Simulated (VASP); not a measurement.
Band structure of Ga₃As₄B (ordered alloy cell). Method: PBE GGA, VASP's PBE PAW potentials (set 64) (plane waves; VASP 6.6.1).

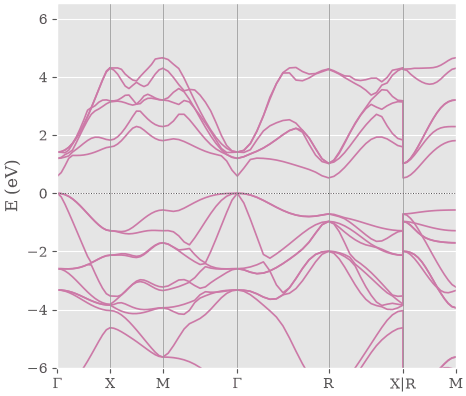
Bands along high-symmetry lines, zero at the valence-band maximum or, without a gap, the Fermi level

Problem. Read the plot: is there a gap, and where are the band edges?

Solution. The gap is indirect, 0.53 eV, from the valence maximum at Γ to the conduction minimum at R. (Edges off the drawn lines would not show.)

The structure was generated: Ga3As4B was put into an ordered model structure (P-43m), which need not be its known phase. It was relaxed first.
